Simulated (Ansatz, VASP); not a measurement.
# CdTe: VASP beside Ansatz

Wanted: the spread between two codes on one cell, functional and k mesh. The cell is taken from a series of VASP runs on this material, whose earlier steps may have relaxed, scaled or displaced it; both programs get it as it stands. Other levels of theory on this material are compared in a session of their own. Valence electrons are named where the data sets of a main pair hold unlike numbers.

Method: plane waves, with VASP 6.6.1 beside it; band structure at r2SCAN, spin-orbit coupling, in Ansatz 0.2.0.

## (1) Starting point

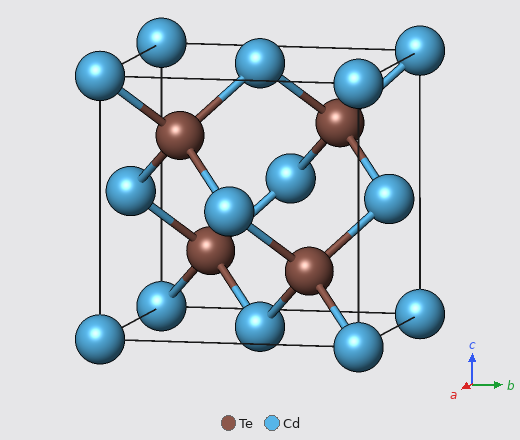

The cell as given, slightly off an axis (tellurium brown, cadmium blue). This picture shows the conventional cell, with its axes. Bonds to atoms that aren't drawn are left out. Some periodic images of atoms are drawn too.

## (2) VASP: band structure, r2SCAN, spin-orbit coupling

The same path points are solved in both programs, so levels can be compared one by one.

Lines of VASP's logs that name or quote its potential files are left out, and so is its time.

INCAR

```
SYSTEM = CdTe
PREC = Accurate
ENCUT = 350
EDIFF = 1E-06
NELM = 100
ISMEAR = 0
SIGMA = 0.03
LREAL = .FALSE.
ALGO = Normal
METAGGA = R2SCAN
LASPH = .TRUE.
LNONCOLLINEAR = .TRUE.
MAGMOM = 0 0 0 0 0 0
NBANDS = 30
GGA_COMPAT = .FALSE.
LSORBIT = .TRUE.
LORBIT = 11
LWAVE = .FALSE.
LCHARG = .FALSE.
KPAR = 4
```

POSCAR

```
CdTe
1.0
    0.0000000000      3.1400000000      3.1400000000
    3.1400000000      0.0000000000      3.1400000000
    3.1400000000      3.1400000000      0.0000000000
Te Cd
1 1
Direct
    0.7500000000      0.7500000000      0.7500000000
    0.0000000000      0.0000000000      0.0000000000
```

KPOINTS

```
Automatic mesh
0
Gamma
6 6 6
0 0 0
```

KPOINTS_OPT

```
Line mode
10
Line-mode
Reciprocal
  0.00000000   0.00000000   0.00000000 GAMMA
  0.50000000   0.00000000   0.50000000 X

  0.50000000   0.00000000   0.50000000 X
  0.50000000   0.25000000   0.75000000 W

  0.50000000   0.25000000   0.75000000 W
  0.37500000   0.37500000   0.75000000 K

  0.37500000   0.37500000   0.75000000 K
  0.00000000   0.00000000   0.00000000 GAMMA

  0.00000000   0.00000000   0.00000000 GAMMA
  0.50000000   0.50000000   0.50000000 L

  0.50000000   0.50000000   0.50000000 L
  0.62500000   0.25000000   0.62500000 U

  0.62500000   0.25000000   0.62500000 U
  0.50000000   0.25000000   0.75000000 W

  0.50000000   0.25000000   0.75000000 W
  0.50000000   0.50000000   0.50000000 L

  0.50000000   0.50000000   0.50000000 L
  0.37500000   0.37500000   0.75000000 K

  0.62500000   0.25000000   0.62500000 U
  0.50000000   0.00000000   0.50000000 X
```

The projector-augmented-wave data sets are Te and Cd (PBE family, release 64).

The run is started by

```bash
$ mpirun -np 4 vasp_ncl
```

Numbers of over 12 decimals in the logs are rounded to 6 here.

Output:

```text
[banner, memory and clock lines left out]
running    4 mpi-ranks, on    1 nodes
 distrk:  each k-point on    1 cores,    4 groups
 distr:  one band on    1 cores,    1 groups

 POSCAR found type information on POSCAR TeCd
 POSCAR found :  2 types and       2 ions
|                                                                             |
|               ----> ADVICE to this user running VASP <----                  |
|                                                                             |
|     You enforced a specific xc type in the INCAR file but a different       |
|     [... a line on the potential file left out ...]
|     I HOPE YOU KNOW WHAT YOU ARE DOING!                                     |
|                                                                             |

 LDA part: xc-table for (None), standard interpolation
 POSCAR, INCAR and KPOINTS ok, starting setup
 FFT: planning ... GRIDC
 FFT: planning ... GRID_SOFT
 FFT: planning ... GRID
 WAVECAR not read
 entering main loop
       N       E                     dE             d eps       ncg     rms          rms(c)
DAV:   1     0.456309824820E+02    0.45631E+02   -0.67665E+03  1352   0.792E+02
DAV:   2    -0.472809195676E+02   -0.92912E+02   -0.89917E+02  1480   0.235E+02
DAV:   3    -0.510765331719E+02   -0.37956E+01   -0.37764E+01  1562   0.494E+01
DAV:   4    -0.511130031373E+02   -0.36470E-01   -0.36462E-01  1602   0.432E+00
DAV:   5    -0.511134424688E+02   -0.43933E-03   -0.43932E-03  1552   0.429E-01    0.747E+00
DAV:   6    -0.465966578344E+02    0.45168E+01   -0.28132E+00  1362   0.231E+01    0.801E+00
DAV:   7    -0.465709515919E+02    0.25706E-01   -0.15268E-01  1488   0.427E+00    0.520E+00
DAV:   8    -0.465775949075E+02   -0.66433E-02   -0.79275E-02  1434   0.302E+00    0.134E+00
DAV:   9    -0.465788356590E+02   -0.12408E-02   -0.27616E-03  1544   0.551E-01    0.565E-01
DAV:  10    -0.465789805205E+02   -0.14486E-03   -0.12388E-03  1472   0.383E-01    0.215E-01
DAV:  11    -0.465788698836E+02    0.11064E-03   -0.34499E-04  1484   0.176E-01    0.718E-02
DAV:  12    -0.465788663794E+02    0.35042E-05   -0.23543E-05  1506   0.545E-02    0.480E-02
DAV:  13    -0.465788666653E+02   -0.28594E-06   -0.96465E-06  1544   0.365E-02
   1 F= -.46578867E+02 E0= -.46578867E+02  d E =-.191037E-14  mag=     0.0000     0.0000     0.0000
 Start KPOINTS_OPT (optional k-point list driver)
k-point batch [1-22\100]
       N       E                     dE             ncg
DAV:   1     0.582129699102E+03   -0.72717E+04     1376
DAV:   2    -0.145871949995E+04   -0.20408E+04     1500
DAV:   3    -0.153894777243E+04   -0.80228E+02     1608
DAV:   4    -0.153977572118E+04   -0.82795E+00     1720
DAV:   5    -0.153978253441E+04   -0.68132E-02     1562
DAV:   6    -0.153978268765E+04   -0.15324E-03     1714
DAV:   7    -0.153978269090E+04   -0.32485E-05     1472
DAV:   8    -0.153978269098E+04   -0.85516E-07     1094
[...]
k-point batch [89-100\100]
       N       E                     dE             ncg
DAV:   1     0.437508921367E+04   -0.53099E+04      736
DAV:   2     0.328240919300E+04   -0.10927E+04      830
DAV:   3     0.324245688298E+04   -0.39952E+02      894
DAV:   4     0.324208231816E+04   -0.37456E+00      910
DAV:   5     0.324207942421E+04   -0.28939E-02      850
DAV:   6     0.324207936390E+04   -0.60313E-04      914
DAV:   7     0.324207936254E+04   -0.13634E-05      756
DAV:   8     0.324207936250E+04   -0.34821E-07      552
```

Parts of OUTCAR (step 2):

```text
ion  position               nearest neighbor table
   1  0.750  0.750  0.750-   2 2.72   2 2.72   2 2.72   2 2.72
   2  0.000  0.000  0.000-   1 2.72   1 2.72   1 2.72   1 2.72

  LATTYP: Found a face centered cubic cell.
 ALAT       =     6.2800000000

 Subroutine GETGRP returns: Found 24 space group operations
 (whereof 24 operations were pure point group operations)

The static configuration has the point symmetry T_d .

 Found     22 irreducible k-points:

   k-points           NKPTS =     22   k-points in BZ     NKDIM =     22   number of bands    NBANDS=     30

   dimension x,y,z NGX =    28 NGY =   28 NGZ =   28
   dimension x,y,z NGXF=    56 NGYF=   56 NGZF=   56

   ENCUT  =  350.0 eV  25.72 Ry    5.07 a.u.   6.77  6.77  6.77*2*pi/ulx,y,z

   NELECT =      18.0000    total number of electrons

 k-points in reciprocal lattice and weights: Automatic mesh
   0.00000000  0.00000000  0.00000000       0.005
   0.16666667  0.00000000  0.00000000       0.019
  -0.16666667  0.00000000  0.00000000       0.019
   0.33333333  0.00000000  0.00000000       0.019
  -0.33333333  0.00000000  0.00000000       0.019
   0.50000000  0.00000000  0.00000000       0.019
   0.16666667  0.16666667  0.00000000       0.028
   0.33333333  0.16666667  0.00000000       0.056
  -0.33333333 -0.16666667  0.00000000       0.056
[...]
-0.33333333  0.33333333  0.16666667       0.111
  -0.33333333  0.50000000  0.16666667       0.056

 average (electrostatic) potential at core
       1 -95.5812       2 -43.9246

 E-fermi :   3.4558

 k-point     1 :       0.0000    0.0000    0.0000
  band No.  band energies     occupation
    ...
     14       2.4754      1.00000
     15       3.3054      1.00000
     16       3.3054      1.00000
     17       3.3054      1.00000
     18       3.3054      1.00000
     19       4.6162      0.00000
     20       4.6162      0.00000
     21       7.7316      0.00000
     22       7.7316      0.00000
     23       8.0677      0.00000
    ...

 k-point     2 :       0.1667    0.0000    0.0000
  band No.  band energies     occupation
    ...
     14       1.1401      1.00000
     15       2.5186      1.00000
     16       2.5186      1.00000
     17       3.0024      1.00000
     18       3.0243      1.00000
     19       5.5714      0.00000
     20       5.5714      0.00000
     21       8.1767      0.00000
     22       8.1767      0.00000
     23       8.2822      0.00000
    ...

 k-point     3 :      -0.1667    0.0000    0.0000
  band No.  band energies     occupation
    ...
     14       1.1401      1.00000
     15       2.5186      1.00000
     16       2.5186      1.00000
     17       3.0024      1.00000
     18       3.0243      1.00000
     19       5.5714      0.00000
     20       5.5714      0.00000
     21       8.1767      0.00000
     22       8.1767      0.00000
     23       8.2822      0.00000
    ...

  Total        2.6667946      2.6667946      2.6667946      0.0000000      0.0000000     -0.0000000
  in kB       69.0051020     69.0051020     69.0051020      0.0000000      0.0000000     -0.0000000
  external PRESSURE =      69.0051020 kB  Pullay stress =       0.0000000 kB

  energy-cutoff  :      350.00
  volume of cell :       61.92
      direct lattice vectors                 reciprocal lattice vectors
     0.000000000  3.140000000  3.140000000    -0.159235669  0.159235669  0.159235669
     3.140000000  0.000000000  3.140000000     0.159235669 -0.159235669  0.159235669
     3.140000000  3.140000000  0.000000000     0.159235669  0.159235669 -0.159235669

 POSITION                                       TOTAL-FORCE (eV/Angst)
 -----------------------------------------------------------------------------------
      4.71000      4.71000      4.71000         0.000000      0.000000     -0.000000
      0.00000      0.00000      0.00000        -0.000000     -0.000000      0.000000
 -----------------------------------------------------------------------------------
    total drift:                                0.000000      0.000000      0.000000

  FREE ENERGIE OF THE ION-ELECTRON SYSTEM (eV)
  ---------------------------------------------------
  free  energy   TOTEN  =       -46.5788666653 eV

  energy  without entropy=      -46.5788666653  energy(sigma->0) =      -46.57886667

 Spin-Orbit-Coupling matrix elements
 Ion:    1  E_soc:     -0.1751890
 Ion:    2  E_soc:     -0.0606829

 total charge
# of ion       s       p       d       tot
------------------------------------------
    1        1.349   2.164   0.029   3.542
    2        0.472   0.375   9.529  10.377
--------------------------------------------------
tot          1.822   2.539   9.558  13.918

 magnetization (x)
# of ion       s       p       d       tot
------------------------------------------
    1        0.000   0.000   0.000   0.000
    2        0.000   0.000   0.000   0.000
--------------------------------------------------
tot          0.000   0.000   0.000   0.000

 magnetization (y)
# of ion       s       p       d       tot
------------------------------------------
    1        0.000  -0.000   0.000  -0.000
    2        0.000   0.000   0.000   0.000
--------------------------------------------------
tot          0.000  -0.000   0.000  -0.000

 magnetization (z)
# of ion       s       p       d       tot
------------------------------------------
    1       -0.000   0.000   0.000   0.000
    2       -0.000   0.000  -0.000  -0.000
--------------------------------------------------
tot         -0.000   0.000  -0.000  -0.000

[... 3 further parts left out ...]
```

The run ends at a pressure of 6.90 GPa.

[end of part 1 of 2]

[Lines on the potential files, build, host, timing and source positions are cut from VASP's logs without a mark.]

[Logs are printed without paths, hosts, clocks, repeated set-up lines and the standing remarks that a program may print on its own settings, such as how far it seeks lower states.]

[Hosts, paths, dates, database ids (printed as entryN), source tags and the programs' standing remarks are cut or masked in the printed files.]
